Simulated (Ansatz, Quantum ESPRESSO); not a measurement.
# KMgF3 (Pm-3m): Raman and infrared activity, part 3 of 3

Aim: Raman and infrared lines of KMgF3 (Pm-3m).

Quantum ESPRESSO 8.0 development, patched; DFT LDA, scalar-relativistic, plane waves, PseudoDojo norm-conserving pseudopotentials.

So far, lowest optical zone-centre mode (cm⁻¹): step 6 (zone-centre analysis) 155; step 7 (without ASR) 156; step 8 (ASR crystal) 155.

## Step 10: Cross-check with Ansatz

A second program on the same cell, potentials, cutoff and meshes tests the implementation of the phonon response, not its convergence. Its field response is summed in its own way. Its k mesh is centred on Γ.

This step: DFT LDA, scalar-relativistic, plane waves, PseudoDojo norm-conserving pseudopotentials (Ansatz 0.2.0).

Input file input.yaml:

```yaml
crystal:
  lattice:
    - [3.9069304164, 0.0, 0.0]
    - [0.0, 3.9069304164, 0.0]
    - [0.0, 0.0, 3.9069304164]
  atoms:
    - { symbol: K, position: [0.5, 0.5, 0.5] }
    - { symbol: Mg, position: [0.0, 0.0, 0.0] }
    - { symbol: F, position: [0.5, 0.0, 0.0] }
    - { symbol: F, position: [0.0, 0.5, 0.0] }
    - { symbol: F, position: [0.0, 0.0, 0.5] }
kpoints:
  mp_grid: { grid: [6, 6, 6] }
hamiltonian:
  xc: lda
  pseudopotentials: { kind: nc, accuracy: standard }
scf:
  occupations: { method: fixed }
output:
  eigenvalues: true
basis:
  ecutwfc: 1142.878
phonons:
  method: dfpt
  dielectric: true
  rigid_motions: translations
  raman: true
```

Command:

```sh
$ ansatz run input.yaml --threads 8 --pin off --max-ram 16384MiB --backend cpu --events-out ev --progress --plain --runs-dir out
```

What it wrote:

```text
Warning: basis.ecutwfc = 1142.878 eV is below the records' recommended 1142.878222 eV, and the density's cutoff is lower with it unless basis.ecutrho_ratio is high enough to keep the records' density cutoff: compare with a run at a higher cutoff
Engine: ansatz 0.2.0, aarch64-unknown-linux-gnu
Pseudopotentials: kind: nc
Pseudopotential: K, nc, valence charge 9, recommended cutoff 979.609905 eV (normal), K.nc.azcp (PseudoDojo's, or run here from an input of PseudoDojo's; its table is named by hamiltonian.pseudopotentials.accuracy)
Pseudopotential: Mg, nc, valence charge 10, recommended cutoff 1142.878222 eV (normal), Mg.nc.azcp (PseudoDojo's, or run here from an input of PseudoDojo's; its table is named by hamiltonian.pseudopotentials.accuracy)
Pseudopotential: F, nc, valence charge 7, recommended cutoff 1142.878222 eV (normal), F.nc.azcp (PseudoDojo's, or run here from an input of PseudoDojo's; its table is named by hamiltonian.pseudopotentials.accuracy)
Functional definition: SPW92
  exchange = slater_x
  correlation = pw_c
Crystal: 5 atoms, lattice volume = 59.636 Å³
Basis set: ecut = 1142.878 eV, 5185 PW (Γ), exchange–correlation on 90×90×90 points (8 copies of the dense FFT grid, shifted against one another)
Bands: 25, of which v1, the nominal top of the filled ones, is band 20 counted from 1 (19 counted from 0)
Symmetry: 48 space group operations
k-points: 80 of 216 (irreducible under 2 space group operations, time reversal used)
Non-local potential: K, projectors of the file, l = 0: 2, l = 1: 2, l = 2: 2
Non-local potential: Mg, projectors of the file, l = 0: 2, l = 1: 2
Non-local potential: F, projectors of the file, l = 0: 2, l = 1: 2, l = 2: 1
Initial density: superposition of atomic densities (chi_scale 0.1, normalization cell, long waves kept (reshape's long-wave potential 0.00 eV rms))
Initial wavefunctions: pseudopotential atomic-orbital guess
Functional: x = slater, c = lda
SCF iter   1: F=—  HF=-4447.851732 eV  |F-HF|=—  |Δ(HF+E_count)|=         —  Δρ=1.56e-1  dr2=1.06e1  ethr=3.10e-3  ⟨swp⟩=7.2  Hψ=9229  notcnv=0  defer=193
preconditioner: auto → Resta (q_TF=auto, 2.553 Å⁻¹)  ε∞=3.7  [insulator: Δε(μ)=5.290 eV  Ē_g=16.131 eV  n_scr=18 (ndim 8)  ℏωp=26.3 eV  f_vac=0.000  ε∞_Penn≈3.7]
SCF iter   2: F=—  HF=-4444.138428 eV  |F-HF|=—  |Δ(HF+E_count)|=    3.71e0  Δρ=4.60e-2  dr2=1.17e0  ethr=3.10e-3  ⟨swp⟩=4.4  Hψ=5150  notcnv=0  defer=180
SCF iter   3: F=—  HF=-4443.613300 eV  |F-HF|=—  |Δ(HF+E_count)|=   5.25e-1  Δρ=1.91e-2  dr2=2.46e-1  ethr=2.91e-3  ⟨swp⟩=3.1  Hψ=3536  notcnv=0  defer=176
SCF iter   4: F=—  HF=-4443.495732 eV  |F-HF|=—  |Δ(HF+E_count)|=   1.18e-1  Δρ=6.34e-3  dr2=1.28e-2  ethr=6.16e-4  ⟨swp⟩=3.7  Hψ=5123  notcnv=0  defer=204
SCF iter   5: F=—  HF=-4443.493196 eV  |F-HF|=—  |Δ(HF+E_count)|=   2.54e-3  Δρ=1.16e-3  dr2=2.42e-4  ethr=3.19e-5  ⟨swp⟩=4.1  Hψ=3790  notcnv=0  defer=228
SCF iter   6: F=—  HF=-4443.493193 eV  |F-HF|=—  |Δ(HF+E_count)|=   2.90e-6  Δρ=3.19e-4  dr2=2.15e-5  ethr=6.06e-7  ⟨swp⟩=2.3  Hψ=3303  notcnv=0  defer=228
SCF iter   7: F=—  HF=-4443.493179 eV  |F-HF|=—  |Δ(HF+E_count)|=   1.43e-5  Δρ=4.85e-5  dr2=1.11e-6  ethr=5.37e-8  ⟨swp⟩=2.5  Hψ=3001  notcnv=0  defer=223
SCF iter   8: F=—  HF=-4443.493088 eV  |F-HF|=—  |Δ(HF+E_count)|=   9.10e-5  Δρ=1.04e-5  dr2=3.76e-8  ethr=2.77e-9  ⟨swp⟩=2.1  Hψ=3437  notcnv=0  defer=177
SCF iter   9: F=—  HF=-4443.493088 eV  |F-HF|=—  |Δ(HF+E_count)|=   1.08e-8  Δρ=1.07e-6  dr2=4.56e-10  ethr=9.40e-11  ⟨swp⟩=2.1  Hψ=3381  notcnv=0  defer=178
SCF iter  10: F=-4443.493088 eV  HF=-4443.493088 eV  |F-HF|=1.82e-12  |Δ(HF+E_count)|=  1.73e-10  Δρ=1.59e-7  dr2=1.09e-11  ethr=1.00e-12  ⟨swp⟩=18.0  Hψ=16736  notcnv=0
SCF 1 converged in 10 iterations: F = -4443.493088 eV  dr2 = 1.09e-11
DFPT response loops at Γ: preconditioner auto → none (the input reference at scf.mixing.eps_inf says where Resta's filter doesn't serve); β = 0.50; Broyden in place of MSR1
── the response to a field inside a basis, on 6×6×6 k-points: an SCF that follows is theirs, and a resumed run solves both again ──
Bands: 21, of which v1, the nominal top of the filled ones, is band 20 counted from 1 (19 counted from 0)
k-points: 10 of 216
Initial density: handed on by an earlier stage of this run
Initial wavefunctions: pseudopotential atomic-orbital guess (no wavefunctions were taken with the density)
Eigensolver: Dense (10 Hₖ)
SCF iter   1: F=—  HF=-4443.479166 eV  |F-HF|=—  |Δ(HF+E_count)|=         —  Δρ=2.35e-4  dr2=2.49e-6  ethr=1.00e-1
preconditioner: auto → Resta (q_TF=auto, 2.553 Å⁻¹)  ε∞=3.4  [insulator: Δε(μ)=7.902 eV  Ē_g=17.712 eV  n_scr=18 (ndim 8)  ℏωp=27.2 eV  f_vac=0.024  ε∞_Penn≈3.4]
SCF iter   2: F=—  HF=-4443.479170 eV  |F-HF|=—  |Δ(HF+E_count)|=   3.81e-6  Δρ=1.22e-4  dr2=6.84e-7  ethr=6.22e-9
SCF iter   3: F=—  HF=-4443.479171 eV  |F-HF|=—  |Δ(HF+E_count)|=   1.47e-6  Δρ=4.06e-6  dr2=2.99e-9  ethr=1.71e-9
SCF iter   4: F=—  HF=-4443.479171 eV  |F-HF|=—  |Δ(HF+E_count)|=  1.08e-10  Δρ=1.15e-6  dr2=5.12e-10  ethr=7.48e-12
SCF iter   5: F=-4443.479171 eV  HF=-4443.479171 eV  |F-HF|=1.36e-11  |Δ(HF+E_count)|=  1.82e-12  Δρ=4.25e-7  dr2=6.03e-11  ethr=1.28e-12
SCF 1 converged in 5 iterations: F = -4443.479171 eV  dr2 = 6.03e-11
DFPT response loops at Γ: mixed as the last ones told, above
DFPT response loops at Γ: mixed as the last ones told, above
DFPT response loops at Γ: mixed as the last ones told, above
SCF converged after 10 iterations
Free energy (F): -4443.493088 eV
Harris-Foulkes:  -4443.493088 eV  (|F-HF|=1.82e-12)
Internal energy: -4443.493088 eV  (E = F + TS)
E sigma→0 (E₀):  -4443.493088 eV
Fermi energy:    3.052686 eV
--- Per-component energies (eV) ---
  E_band       = -483.981028
  E_kinetic    = 2530.533772
  E_local      = -4070.281471  (includes V_loc(G=0)·N_el)
  E_nonlocal   = -602.742415
  E_hartree    = 1301.445581
  E_xc         = -825.799377
  E_vxc        = -944.382035  (∫ρ·V_xc dr)
  E_ewald      = -2776.649178
  E_smearing   = -0.000000  (= −TS)
  E_closure    = -0.000000  (closes the sum)
  Σ components = -4443.493088   (vs F -4443.493088, Δ=0.00e0)
--- Band table (eV; the first three rows and the last of 80) ---
  k-point 0: bands = [... 16 lower, 2.3537, 2.7261, 2.7261, 2.7261, 10.5234, 12.9564, 12.9564, 15.2558, ... 1 higher]
  k-point 1: bands = [... 16 lower, 2.2897, 2.4367, 2.6639, 2.6639, 11.0287, 13.2270, 13.2880, 15.3960, ... 1 higher]
  k-point 2: bands = [... 16 lower, 2.1658, 2.1658, 2.5370, 2.5370, 12.2333, 13.7980, 13.9206, 15.7255, ... 1 higher]
  k-point 79: bands = [... 16 lower, 1.8592, 3.0527, 3.0527, 3.0527, 13.5161, 13.5161, 13.5161, 17.1921, ... 1 higher]
--- Phonons (Γ-DFPT): 4 representative perturbations + reference, on 80 of 216 k-points (Σ response iterations 12) ---
  k mesh reduced under 2 symmetry operations, with k and −k counted as one. Each operation leaves every solved perturbation unchanged. A smaller set is not considered because the run solves the response to a homogeneous field
  ASR residual: 2.239e-4 → 0.000e0 eV/Å²; symmetrization residual: 8.508e-6 eV/Å²
  ASR residual per site (eV/Å²): 1.65e-4 9.07e-5 2.24e-4 2.24e-4 2.24e-4
  Γ frequencies (cm⁻¹): 0.00 0.00 0.00 155.54 155.54 155.54 185.56 185.56 185.56 285.49 285.49 285.49 516.25 516.25 516.25
  ε∞ (high-frequency dielectric tensor):
        2.158003    -0.000000     0.000000
        0.000000     2.158003     0.000000
        0.000000     0.000000     2.158003
  ε⁰ (static dielectric tensor: ions relaxed, cell fixed):
        6.637676     0.000000     0.000000
        0.000000     6.637676     0.000000
        0.000000     0.000000     6.637676
  ε⁰ − ε∞ (ionic part):
        4.479672     0.000000     0.000000
        0.000000     4.479672     0.000000
        0.000000     0.000000     4.479672
  softest optical mode at Γ: 155.54 cm⁻¹; the repairs (sum rule, projections) moved no ω² at Γ by more than (2.24 cm⁻¹)²
  Born effective charges Z* (e; rows j = field, columns β = displacement):
    site 0:
         1.19512    0.00000    0.00000
         0.00000    1.19512    0.00000
         0.00000    0.00000    1.19512
    site 1:
         1.98927    0.00000    0.00000
        -0.00000    1.98927    0.00000
         0.00000    0.00000    1.98927
    site 2:
        -1.25169    0.00000   -0.00000
         0.00000   -0.96635    0.00000
         0.00000    0.00000   -0.96635
    site 3:
        -0.96635   -0.00000    0.00000
        -0.00000   -1.25169    0.00000
         0.00000    0.00000   -0.96635
    site 4:
        -0.96635   -0.00000   -0.00000
         0.00000   -0.96635    0.00000
         0.00000    0.00000   -1.25169
  Z* charge neutrality: 1.839e-4 e pre-enforcement
  k-mesh period / interband length: 23.4 Å / 0.85 Å = 27.42 at k = (0.0000, 0.0000, 0.0000), direct gap 7.797 eV — 14 or more, which is no proof of convergence
  Raman tensors (in the event stream and the table raman_tensors.tsv): an entry may err by 2.5e-4 Å², one of the second-order susceptibility by 2.0e-20 pm/V (basis, points and sum rule); their sum over the sites missed zero by 1.178e-21 Å² ahead of its enforcement
  optical modes at Γ without the LO–TO term, one row a degenerate level:
      ω (cm⁻¹)  modes    IR ((D/Å)²/amu)  static Raman (Å⁴/amu)  depolarisation
        155.54      3             5.4415                 0.0000               —
        185.56      3             0.0000                 0.0000               —
        285.49      3             8.5182                 0.0000               —
        516.25      3            12.3493                 0.0000               —
  optical modes at Γ + LO–TO along q̂ = [1.0000, 0.0000, 0.0000]:
      ω (cm⁻¹)  modes    IR ((D/Å)²/amu)  static Raman (Å⁴/amu)  depolarisation
        155.54      2             3.6277                 0.0000               —
        185.56      3             0.0000                 0.0000               —
        192.26      1             0.2883                 0.0000               —
        285.49      2             5.6788                 0.0000               —
        349.18      1             1.7134                 0.0000               —
        516.25      2             8.2328                 0.0000               —
        598.88      1             6.7679                 0.0000               —
  optical modes at Γ + LO–TO along q̂ = [0.0000, 1.0000, 0.0000]:
      ω (cm⁻¹)  modes    IR ((D/Å)²/amu)  static Raman (Å⁴/amu)  depolarisation
        155.54      2             3.6277                 0.0000               —
        185.56      3             0.0000                 0.0000               —
        192.26      1             0.2883                 0.0000               —
        285.49      2             5.6788                 0.0000               —
        349.18      1             1.7134                 0.0000               —
        516.25      2             8.2328                 0.0000               —
        598.88      1             6.7679                 0.0000               —
  optical modes at Γ + LO–TO along q̂ = [0.0000, 0.0000, 1.0000]:
      ω (cm⁻¹)  modes    IR ((D/Å)²/amu)  static Raman (Å⁴/amu)  depolarisation
        155.54      2             3.6277                 0.0000               —
        185.56      3             0.0000                 0.0000               —
        192.26      1             0.2883                 0.0000               —
        285.49      2             5.6788                 0.0000               —
        349.18      1             1.7134                 0.0000               —
        516.25      2             8.2328                 0.0000               —
        598.88      1             6.7679                 0.0000               —
```

Wall time 1.8 min (8 threads of Arm Neoverse V1, shared host); peak memory 3 GiB.

Numbers from this step:

* sum-rule residual before enforcement: 2.24e-4 eV/Å²
* miss of the charge sum rule: 1.84e-4 e
* highest optical zone-centre mode (no LO-TO term): 516.2 cm⁻¹

Transverse modes. Lines of the infrared spectrum (strongest = 100):

| position (cm⁻¹) | label | IR intensity ((D/Å)²/amu), degenerate modes summed, relative |
| --- | --- | --- |
| 156 | T1u | 44 |
| 186 | T2u | 0.0 |
| 286 | T1u | 69 |
| 516 | T1u | 100 |

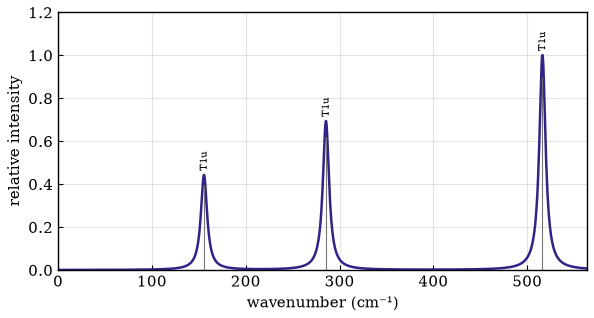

The infrared spectrum, broadened with Lorentzians of width 8 cm⁻¹; bars mark the lines.

## Step 11: The two compared: QE PseudoDojo and Ansatz, PseudoDojo

Worked out from the results:

```
root-mean-square difference : 0.1 cm⁻¹
largest difference          : 0.18 cm⁻¹
```

The 12 of 12 modes that differ most. Frequencies side by side:

| q (reciprocal lattice) | mode | QE PseudoDojo (cm⁻¹) | Ansatz, PseudoDojo (cm⁻¹) |
| --- | --- | --- | --- |
| 0 0 0 | 4 | 155.5 | 155.5 |
| 0 0 0 | 5 | 155.5 | 155.5 |
| 0 0 0 | 6 | 155.5 | 155.5 |
| 0 0 0 | 7 | 185.4 | 185.6 |
| 0 0 0 | 8 | 185.4 | 185.6 |
| 0 0 0 | 9 | 185.4 | 185.6 |
| 0 0 0 | 10 | 285.4 | 285.5 |
| 0 0 0 | 11 | 285.4 | 285.5 |
| 0 0 0 | 12 | 285.4 | 285.5 |
| 0 0 0 | 13 | 516.2 | 516.2 |
| 0 0 0 | 14 | 516.2 | 516.2 |
| 0 0 0 | 15 | 516.2 | 516.2 |

The two runs side by side. Further quantities:

| quantity | QE PseudoDojo | Ansatz, PseudoDojo |
| --- | --- | --- |
| mean ε∞ | 2.158 | 2.158 |
| largest Born charge in size (e; the first before, the second after the charge sum rule) | 1.989 | 1.989 |
| summed IR intensity ((D/Å)²/amu) | 26.31 | 26.31 |

At the zone centre the largest difference (acoustic modes at Γ apart) is 0.03 % of the highest mode.

## Step 12: Summary of results

* space group after relaxation: Pm-3m
* volume per atom: 11.9 Å³
* gap on the k-mesh: 7.47 eV
* highest optical zone-centre mode (no LO-TO term): 516.2 cm⁻¹
* lowest optical zone-centre mode: 155.5 cm⁻¹
* highest mode moved by the LO-TO term: 598.9 cm⁻¹
* mean high-frequency dielectric constant: 2.16
* largest Born charge in size (third of the trace): 1.99 e
* mean static dielectric constant: 6.64
* imaginary optical modes at the zone centre (no q mesh in this session): none
* largest difference from Ansatz, PseudoDojo: 0.18 cm⁻¹

In words: No mode is Raman active in this structure; the strongest infrared line lies at 516 cm⁻¹. At the LDA level the optical modes of KMgF3 (Pm-3m) at the zone centre (no LO-TO term) run from 155 to 516 cm⁻¹. Along the directions run, the highest mode that the macroscopic field moves lies at 599 cm⁻¹. Lattice motion raises the mean dielectric constant from 2.158 to 6.640. Of the 12 optical modes, 9 are infrared active alone and 3 are silent. QE PseudoDojo and Ansatz, PseudoDojo agree to 0.18 cm⁻¹ (0.03 % of the highest mode compared) on all solved modes but the acoustic ones at Γ, without the LO-TO term. These are harmonic frequencies at zero temperature: anharmonic shifts and linewidths and thermal expansion are left out. The build is a development version in which the Raman tensors of release 7.5 are mended; dynmat.x leaves out the electro-optic term of LO lines.

[Host names and launcher messages were left out of these logs when they were recorded.]

[Logs are printed without paths, hosts, clocks, repeated set-up lines and the standing remarks that a program may print on its own settings, such as how far it seeks lower states.]

[Hosts, paths, dates, database ids (printed as entryN), source tags and the programs' standing remarks are cut or masked in the printed files.]
